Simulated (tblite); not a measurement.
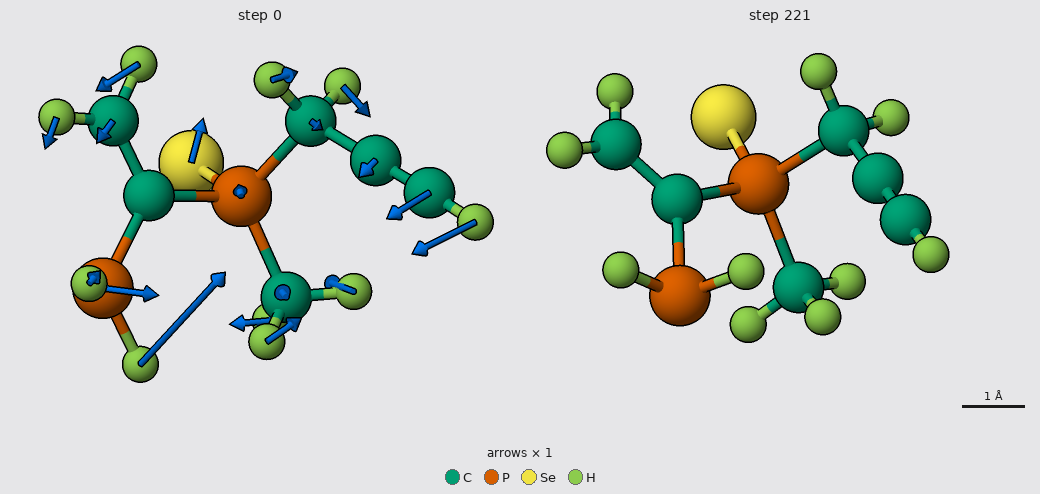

The structure of C6H10P2Se before (left) and after (right) a relaxation, at one scale. The blue arrows give the displacements, at their true length.

Style: ball-and-stick. Shown face on.

The calculation used GFN2-xTB geometry optimisation, gas phase in tblite 0.8.0. 

What changed between the two?

Answer. Over 221 geometry steps the energy falls by 39.4 kcal/mol. The atom that moves furthest after the best rigid fit is an H atom (2.56 Å). Largest moves by element: H 2.56 Å, P 0.97 Å, C 0.94 Å, Se 0.77 Å. Near-neighbour distances that change, for instance: H–P 1.438 → 1.392 Å, C–P 1.788 → 1.827 Å, C–P 1.818 → 1.856 Å, C–H 1.122 → 1.090 Å. Bond angles that change, for instance: H–P–H 114.5° → 93.2°, C–P–H 114.0° → 95.1°, Se–P–C 99.3° → 115.7°. Groups turn about C–P by about 50°, C–P by about 35°, C–P by about 30°. The run took 2.3 s on 1 thread of Arm Neoverse V1, on a shared host.
